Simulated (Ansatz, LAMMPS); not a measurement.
## Relaxing glassy CaAl2Si2O8 (130 atoms)

How does glassy CaAl2Si2O8 (130 atoms) relax, and what do bonds, charges and levels look like afterwards?

Method: Kohn-Sham DFT, RPBE, PAW (set soft_2), plane waves, in Ansatz 0.2.0.

**Experiments to compare with.** A Ca0.25Al0.5Si0.5O2 glass plate was measured by high-energy x-ray diffraction at 20 K and the Si-O distance was fitted in the PDF (“Polyhedral units and network connectivity in calcium aluminosilicate glasses from high-energy x-ray diffraction”, 2000, arxiv:cond-mat/0007490): nearest Si–O distance 1.6 Å; number of O about Si 3.85; nearest Al–O distance 1.75 Å; number of O about Al 4; nearest Ca–O distance 2.36 Å (by high-energy XRD, Gaussian fit to PDF); number of O about Ca 5.2 (by high-energy XRD, Gaussian fit to PDF).

**1. The structure**

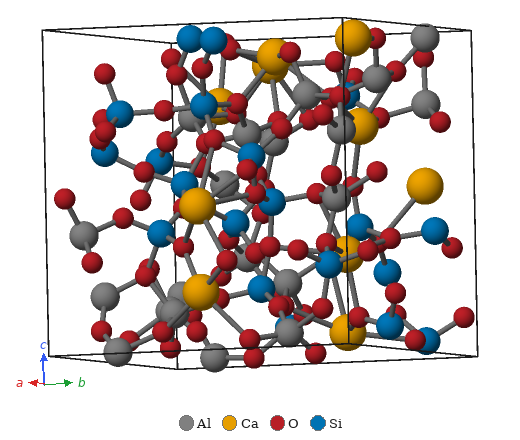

The starting structure, seen slightly off an axis (aluminium grey, calcium orange, oxygen red, silicon blue). Some periodic images of atoms are drawn too.

The cell holds 130 atoms: 20 Al, 10 Ca, 80 O and 20 Si. Cell: a = 11.949 Å, b = 11.949 Å, c = 11.949 Å, α = 90.0°, β = 90.0°, γ = 90.0°. 130 atoms (20 Al, 10 Ca, 80 O, 20 Si) placed at random at 2.71 g/cm³, melted at 4500 K for 20 ps at fixed volume with the Morse and Coulomb pair potential with partial charges (Pedone, Malavasi, Menziani, Cormack and Segre, J. Phys. Chem. B 110, 11780 (2006)). Quenched from 4500 K to 300 K at 10 K/ps and fixed volume, held 5 ps.

What the set-up can't give: The quench rate of 10 K/ps far exceeds what a furnace or splat quench reaches, so expect more defects and frozen-in strain than in a real sample. The starting topology of bonds comes from the classical model. Sampling is at Γ alone, for a cell whose shortest periodic width is 12 Å.

**2. The classical run that made the cell**

A classical potential supplies the starting structure, since it reaches far longer times than DFT.

This step: classical MD, Morse and Coulomb pair potential with partial charges (Pedone, Malavasi, Menziani, Cormack and Segre, J. Phys. Chem. B 110, 11780 (2006)) (LAMMPS 22 Jul 2025 - Update 4).

File in.lmp:

```
# melt-quench of Al20Ca10O80Si20
units metal
atom_style charge
boundary p p p
region box block 0 11.9487 0 11.9487 0 11.9487
create_box 4 box
mass 1 26.9815   # Al
mass 2 40.0780   # Ca
mass 3 15.9990   # O
mass 4 28.0850   # Si
create_atoms 1 random 20 373186 NULL overlap 1.5 maxtry 2000
create_atoms 2 random 10 373193 NULL overlap 1.5 maxtry 2000
create_atoms 3 random 80 373200 NULL overlap 1.5 maxtry 2000
create_atoms 4 random 20 373207 NULL overlap 1.5 maxtry 2000
pair_style hybrid/overlay pedone 5.5 coul/long 8.0
pair_coeff * * coul/long
pair_coeff 1 3 pedone 0.361581 1.900442 2.164818 0.9   # Al-O
pair_coeff 2 3 pedone 0.030211 2.241334 2.923245 5   # Ca-O
pair_coeff 3 3 pedone 0.042395 1.379316 3.618701 22   # O-O
pair_coeff 3 4 pedone 0.340554 2.006700 2.100000 1   # Si-O
set type 1 charge 1.8
set type 2 charge 1.2
set type 3 charge -1.2
set type 4 charge 2.4
kspace_style pppm 1.0e-4
neigh_modify delay 0 every 1 check yes
thermo_style custom step time temp pe press density
thermo_modify norm yes
timestep 0.002
thermo 100
min_style cg
minimize 1e-4 1e-4 200 2000
reset_timestep 0
velocity all create 4500 373187 mom yes dist gaussian
# [... 11 lines left out ...]
fix md all nvt temp 4500 300 0.2
run 210000 post no
unfix md
thermo 1250
fix md all nvt temp 300 300 0.2
run 2500 post no
unfix md
write_dump all custom glass.dump id type xs ys zs modify sort id
```

Run with:

```sh
$ lmp -in in.lmp -log none -nocite
```

Numbers of over 12 decimals in the logs are rounded to 6 here.

Log:

```text
LAMMPS (22 Jul 2025 - Update 4)
Created orthogonal box = (0 0 0) to (11.9487 11.9487 11.9487)
Created 20 atoms
Created 10 atoms
Created 80 atoms
Created 20 atoms
PPPM initialization ...
  G vector (1/distance) = 0.37386473
  grid = 12 12 12
  estimated relative force accuracy = 8.5561111e-05
   Step          Time           Temp          PotEng         Press         Density
         0   0              0             -2.3946838      691036.79      2.7080015
        88   0.176          0             -14.4207       -32134.342      2.7080015
Loop time of 0.11726 s on 1 MPI rank(s) for 88 steps with 130 atoms
Minimization stats:
  Stopping criterion = energy tolerance
  Energy initial, next-to-last, final =
     -2.39468378199795  -14.4195446936803  -14.4206999060727
  Force two-norm initial, final = 351.01896 2.1393132
  Iterations, force evaluations = 88 108
   Step          Time           Temp          PotEng         Press         Density
         0   0              4500          -14.4207        14846.845      2.7080015
       500   1              2017.9484     -14.200372      7371.9978      2.7080015
      1000   2              1793.9392     -14.172445      36706.871      2.7080015
Loop time of 0.847957 s on 1 MPI rank(s) for 1000 steps with 130 atoms
   Step          Time           Temp          PotEng         Press         Density
      1000   2              1793.9392     -14.172445      36706.871      2.7080015
      1666   3.332          4891.8781     -13.711618      72336.682      2.7080015
      3332   6.664          4043.2752     -13.738291      26961.414      2.7080015
      4998   9.996          4826.3862     -13.697599      58258.613      2.7080015
      6664   13.328         3985.0699     -13.626384      74914.127      2.7080015
      8330   16.66          4726.3689     -13.739356      39692.542      2.7080015
      9996   19.992         4300.1058     -13.784769      10446.304      2.7080015
[... 1 line left out ...]
Loop time of 8.90338 s on 1 MPI rank(s) for 10000 steps with 130 atoms
   Step          Time           Temp          PotEng         Press         Density
[... 12 lines left out ...]
Loop time of 179.49 s on 1 MPI rank(s) for 210000 steps with 130 atoms
   Step          Time           Temp          PotEng         Press         Density
    221000   442            304.91245     -14.48966      -24522.118      2.7080015
    221250   442.5          259.44192     -14.494738     -19207.771      2.7080015
    222500   445            290.43456     -14.492937     -11129.958      2.7080015
    223500   447            304.54994     -14.492635     -26715.555      2.7080015
Loop time of 2.02609 s on 1 MPI rank(s) for 2500 steps with 130 atoms
```

It took 3.2 min on 1 thread of Arm Neoverse N1, shared host; peak memory 0.07 GiB.

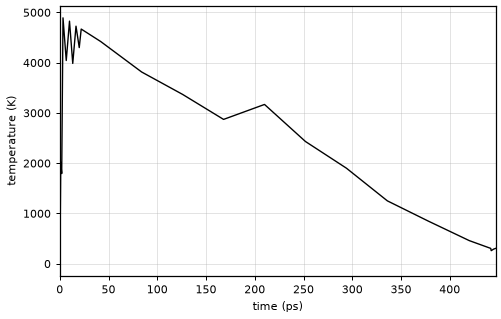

Temperature against time.

**3. Single point at the start**

The forces at the start show how far the geometry lies from a minimum of this functional.

File input.yaml:

```yaml
crystal:
  lattice:
    - [11.9487, 0.0, 0.0]
    - [0.0, 11.9487, 0.0]
    - [0.0, 0.0, 11.9487]
  atoms:
    - { symbol: Al, position: [0.0731, 0.2708, 0.32892] }
    - { symbol: Al, position: [0.75664, 0.69799, 0.05418] }
    - { symbol: Al, position: [0.17019, 0.19755, 0.02094] }
    - { symbol: Al, position: [0.26709, 0.45092, 0.66984] }
    - { symbol: Al, position: [0.36058, 0.1334, 0.15911] }
    - { symbol: Al, position: [0.83019, 0.9164, 0.66527] }
    - { symbol: Al, position: [0.39726, 0.23591, 0.74731] }
    - { symbol: Al, position: [0.6885, 0.74334, 0.78484] }
    - { symbol: Al, position: [0.51948, 0.46936, 0.6821] }
    - { symbol: Al, position: [0.09873, 0.06151, 0.21849] }
    - { symbol: Al, position: [0.88114, 0.18007, 0.01018] }
    - { symbol: Al, position: [0.08827, 0.8818, 0.77479] }
    - { symbol: Al, position: [0.70074, 0.29318, 0.13052] }
    - { symbol: Al, position: [0.90157, 0.08323, 0.37025] }
    - { symbol: Al, position: [0.33526, 0.5157, 0.23027] }
    - { symbol: Al, position: [0.51515, 0.90268, 0.83586] }
    - { symbol: Al, position: [0.01726, 0.17666, 0.55788] }
    - { symbol: Al, position: [0.31286, 0.97992, 0.96573] }
    - { symbol: Al, position: [0.6839, 0.83337, 0.46642] }
    - { symbol: Al, position: [0.71913, 0.07167, 0.19049] }
    - { symbol: Ca, position: [0.31643, 0.70509, 0.07314] }
    - { symbol: Ca, position: [0.11322, 0.20621, 0.79365] }
    - { symbol: Ca, position: [0.88732, 0.4633, 0.18292] }
    - { symbol: Ca, position: [0.51148, 0.78796, 0.30165] }
    - { symbol: Ca, position: [0.34532, 0.77167, 0.70155] }
    - { symbol: Ca, position: [0.30539, 0.45995, 0.90162] }
    - { symbol: Ca, position: [0.79556, 0.94742, 0.94764] }
    - { symbol: Ca, position: [0.01914, 0.84451, 0.52821] }
    - { symbol: Ca, position: [0.55124, 0.58209, 0.91375] }
    - { symbol: Ca, position: [0.9516, 0.48478, 0.44354] }
    - { symbol: O, position: [0.815, 0.87416, 0.52827] }
    - { symbol: O, position: [0.41789, 0.02013, 0.06933] }
    [... 92 atom lines left out ...]
    - { symbol: Si, position: [0.9315, 0.54005, 0.94989] }
    - { symbol: Si, position: [0.28881, 0.98966, 0.37447] }
    - { symbol: Si, position: [0.03339, 0.71943, 0.26707] }
    - { symbol: Si, position: [0.5857, 0.53513, 0.20226] }
    - { symbol: Si, position: [0.12756, 0.42741, 0.10474] }
    - { symbol: Si, position: [0.27358, 0.73248, 0.39622] }
kpoints:
  mp_grid: { grid: [1, 1, 1] }
hamiltonian:
  xc: rpbe
scf:
  occupations: { method: fixed }
output:
  forces: true
  stress: true
  populations: true
  dos:
    method: { smearing: { sigma: 0.1 } }
    de: 0.1
    projected: { site_lists: { Al: [Al], Ca: [Ca], O: [O], Si: [Si] } }
  eigenvalues: true
```

Run with:

```sh
$ ansatz run input.yaml --threads 4 --pin off --max-ram 8192MiB --backend cpu --events-out ev --progress --plain --runs-dir out
```

Log:

```text
Engine: ansatz 0.2.0, aarch64-unknown-linux-gnu
Pseudopotentials: kind: paw
Pseudopotential: Al, paw, valence charge 3, recommended cutoff 420 eV (normal), Al.paw.azcp
Pseudopotential: Ca, paw, valence charge 10, recommended cutoff 420 eV (normal), Ca.paw.azcp
Pseudopotential: O, paw, valence charge 6, recommended cutoff 420 eV (normal), O.paw.azcp
Pseudopotential: Si, paw, valence charge 4, recommended cutoff 420 eV (normal), Si.paw.azcp
[... 5 lines on functional and potentials left out ...]
Crystal: 130 atoms, lattice volume = 1705.933 Å³
Basis set: ecut = 420 eV, 33371 PW (Γ), exchange–correlation on 160×160×160 points (8 copies of the dense FFT grid, shifted against one another)
Bands: 490, of which v1, the nominal top of the filled ones, is band 360 counted from 1 (359 counted from 0)
Symmetry: 1 space group operations
Space group: P1 (ITA 1), of the structure as read, at distance tolerance 1.2e-4 Å
k-points: 1
[... 13 lines on functional and potentials left out ...]
Initial density: superposition of atomic densities (neutral atoms: chi_scale 0, normalization atom), corrected by the library's trained network
Initial wavefunctions: pseudopotential atomic-orbital guess
Functional: x = rpbe, c = pbe(β = 0.066725)
SCF iter   1: F=—  HF=-87492.370782 eV  |F-HF|=—  |Δ(HF+E_count)|=         —  Δρ=4.34e-3  dr2=3.70e-1  ethr=1.77e-3  ⟨swp⟩=6.0  Hψ=2094  notcnv=0  defer=128
preconditioner: auto → Resta (q_TF=auto, 2.363 Å⁻¹)  ε∞=3.2  [insulator: Δε(μ)=3.384 eV  Ē_g=15.953 eV  n_scr=388 (ndim 8)  ℏωp=23.8 eV  f_vac=0.097  ε∞_Penn≈3.2]
SCF iter   2: F=—  HF=-87492.277609 eV  |F-HF|=—  |Δ(HF+E_count)|=   9.32e-2  Δρ=2.17e-3  dr2=5.68e-2  ethr=5.14e-5  ⟨swp⟩=2.0  Hψ=752  notcnv=0  defer=128
SCF iter   3: F=—  HF=-87492.282060 eV  |F-HF|=—  |Δ(HF+E_count)|=   4.45e-3  Δρ=8.62e-4  dr2=1.57e-2  ethr=7.89e-6  ⟨swp⟩=4.0  Hψ=722  notcnv=0  defer=128
SCF iter   4: F=—  HF=-87492.284553 eV  |F-HF|=—  |Δ(HF+E_count)|=   2.49e-3  Δρ=2.41e-4  dr2=8.98e-4  ethr=2.18e-6  ⟨swp⟩=3.0  Hψ=636  notcnv=0  defer=128
SCF iter   5: F=—  HF=-87492.285141 eV  |F-HF|=—  |Δ(HF+E_count)|=   5.88e-4  Δρ=1.28e-4  dr2=2.42e-4  ethr=1.25e-7  ⟨swp⟩=2.0  Hψ=720  notcnv=0  defer=128
SCF iter   6: F=—  HF=-87492.285347 eV  |F-HF|=—  |Δ(HF+E_count)|=   2.06e-4  Δρ=2.90e-5  dr2=1.46e-5  ethr=3.36e-8  ⟨swp⟩=2.0  Hψ=720  notcnv=0  defer=128
SCF iter   7: F=—  HF=-87492.285527 eV  |F-HF|=—  |Δ(HF+E_count)|=   1.79e-4  Δρ=1.91e-5  dr2=4.71e-6  ethr=2.03e-9  ⟨swp⟩=2.0  Hψ=850  notcnv=0  defer=128
SCF iter   8: F=—  HF=-87492.285530 eV  |F-HF|=—  |Δ(HF+E_count)|=   3.14e-6  Δρ=6.30e-6  dr2=5.28e-7  ethr=6.54e-10  ⟨swp⟩=2.0  Hψ=718  notcnv=0  defer=128
SCF iter   9: F=—  HF=-87492.285531 eV  |F-HF|=—  |Δ(HF+E_count)|=   7.80e-7  Δρ=2.60e-6  dr2=1.01e-7  ethr=1.39e-11  ⟨swp⟩=20.0  Hψ=3951  notcnv=0
SCF iter  10: F=-87492.285531 eV  HF=-87492.285531 eV  |F-HF|=8.59e-10  |Δ(HF+E_count)|=   3.55e-8  Δρ=1.25e-6  dr2=2.05e-8  ethr=1.39e-11  ⟨swp⟩=5.0  Hψ=1706  notcnv=0
SCF 1 converged in 10 iterations: F = -87492.285531 eV  dr2 = 2.05e-8
  greatest PAW one-centre occupation: 0.995 electrons in one spin orbital (limit 2), on the Ca atom at site 25 (counted from 0), in its partial waves of l = 0
SCF converged after 10 iterations
Free energy (F): -87492.285531 eV
Harris-Foulkes:  -87492.285531 eV  (|F-HF|=8.59e-10)
Internal energy: -87492.285531 eV  (E = F + TS)
E sigma→0 (E₀):  -87492.285531 eV
Fermi energy:    4.600398 eV
--- Per-component energies (eV) ---
  E_band       = -3317.225308
  E_kinetic    = 18528.421477
  E_local      = -45887.448647  (includes V_loc(G=0)·N_el)
  E_nonlocal   = 5071.333938
  E_hartree    = 16760.034147
  E_xc         = -9317.178127
  E_vxc        = -10901.819301  (∫ρ·V_xc dr)
  E_paw        = -41166.073729  (= ΣΔE_a)
  E_vpaw       = -3647.978689  (= ΣTr[D̂ρ^β])
  E_aug_tail   = 0.201796  (compensation charges beyond the density's cutoff)
  E_ewald      = -31478.566978
  E_core_change = -3.009409  (= ΣΔE_core)
  E_smearing   = -0.000000  (= −TS)
  E_closure    = -0.000000  (closes the sum)
  Σ components = -87492.285531   (vs F -87492.285531, Δ=0.00e0)
--- Forces (eV/Å), atoms counted from 1 ---
  atom   1  Al    -1.42584298     0.42352574     0.75586265
  atom   2  Al    -1.20423099     0.78399807     0.69130546
  atom   3  Al    -1.91884830    -2.42755534     1.25681621
  atom   4  Al     1.07114668    -0.87250209    -2.26554393
  atom   5  Al    -1.11411390    -1.94823449     1.25961374
  atom   6  Al    -0.54501778     0.36900070    -0.89610126
  atom   7  Al     0.69482517     1.94551036     0.94491689
  atom   8  Al    -0.13686585     1.63244459    -1.83919669
  atom   9  Al     0.84594881     0.23484765    -0.59755685
  atom  10  Al     0.48494302    -1.41936882    -0.93465323
  atom  11  Al     1.00608830     3.02285801    -1.16390688
  atom  12  Al    -0.20808874     0.36606093     1.39396104
  atom  13  Al    -0.41662158     0.85935860    -0.74207994
  atom  14  Al    -0.39483040     1.07961590     0.50424807
[...]
atom 129  Si     0.27411594    -1.72608100    -1.51304368
  atom 130  Si    -1.58903091     2.28768136    -1.68792877
  max |Σ_I F_I| component: 2.82e-5 eV/Å
--- Stress (GPa, compression-positive) ---
        8.186664      -1.252818       0.155598
       -1.252816       8.837571       0.249933
        0.155599       0.249929       8.368610
  P = ⅓ Tr σ = 8.4643 GPa (84.643 kbar)
--- Band table (eV) ---
  k-point 0: bands = ["-35.4973", "-35.4594", "-35.3553", "-35.2953", [... 474 levels ...], "13.9667", "14.0067", "14.0249", "14.0700", "14.0889", "14.1149", "14.1412", "14.1807", "14.2167", "14.2294", "14.2734", "14.3550"]
--- Löwdin populations: 130 sites ---
  site symbol       q [e]
     0     Al      1.6672
     1     Al      1.6865
     2     Al      1.7305
[...]
129     Si      2.3252
  spilling = 0.012079 (of n_electrons = 720.000000)
```

It took 78 s on 4 threads of Arm Neoverse N1, shared host; peak memory 2.5 GiB; 5.1 min of CPU time.

Read from the output:

| Item | Value |
| --- | --- |
| free energy | -87492.2855 eV |
| free energy per atom | -673.0176 eV/atom |
| SCF cycles | 10 |
| pressure | 8.464 GPa |
| r.m.s. force component | 1.258 eV/Å |
| longest force | 5.542 eV/Å |
| Fermi energy | 4.6 eV |
| gap (highest filled to lowest empty level) | 3.266 eV |
| spilling of the projection | 0.01208 |

The r.m.s. force component of 1.3 eV/Å and the pressure of 8.5 GPa set the starting point.

Neighbours are counted within 2.19 Å (O-Al), 2.12 Å (O-Si), 2.93 Å (O-Ca).

Length of the force by element and coordination:

```csv
element,coordination,atoms,mean length of the force (eV/Å),spread,least,most
Al,all,20,2.13,0.787,1.06,4.00
Ca,all,10,0.872,0.416,0.312,1.88
Ca,4,2,0.788,0.110,0.678,0.897
Ca,5,3,0.613,0.336,0.312,1.08
Ca,6,5,1.06,0.442,0.559,1.88
O,all,80,1.81,0.919,0.256,4.38
O,2,30,1.75,0.947,0.348,4.38
O,3,47,1.85,0.843,0.256,4.02
O,4,3,1.72,1.52,0.411,3.86
Si,all,20,2.77,1.03,1.32,5.54
```

(Continued in part 2 of 3.)

[Logs are printed without paths, hosts, clocks, repeated set-up lines and the standing remarks that a program may print on its own settings, such as how far it seeks lower states.]

[Hosts, paths, dates, database ids (printed as entryN), source tags and the programs' standing remarks are cut or masked in the printed files.]
